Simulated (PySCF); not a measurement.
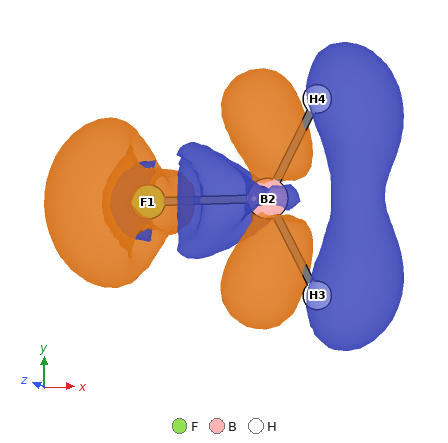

Figure. BFH$_{2}$, SMILES `FB`. Change of the electron density in a uniform field of 0.21 V/Å, surfaces at ±0.0015 e/Å³ (orange: gain, blue: loss).

Level of theory: ωB97X/def2-TZVP (PySCF), at a geometry from GFN2-xTB. No frequency check shows the geometry to be a minimum. A basis without diffuse functions makes polarisabilities too small.

Coordinates in Å:

```
F1      -0.6384    0.0000    0.0000
B2       0.6668    0.0000    0.0000
H3       1.2056   -1.0405    0.0000
H4       1.2056    1.0405    0.0000
```

Along which Cartesian direction does the field point?

Answer. Along +x: electrons gather on the −x side, against the field.

How large is the response?

Answer. The induced dipole is 0.17 D (along the field); α along this axis, from the fields in both directions, is 16 bohr³ (2.4 Å³).

Which atoms gain and lose the most charge?

Answer. Electrons gather most on F1 (Hirshfeld charge changes by −0.009 e) and leave H3 and H4 alike most (+0.004 e); 0.019 electrons are displaced in all.
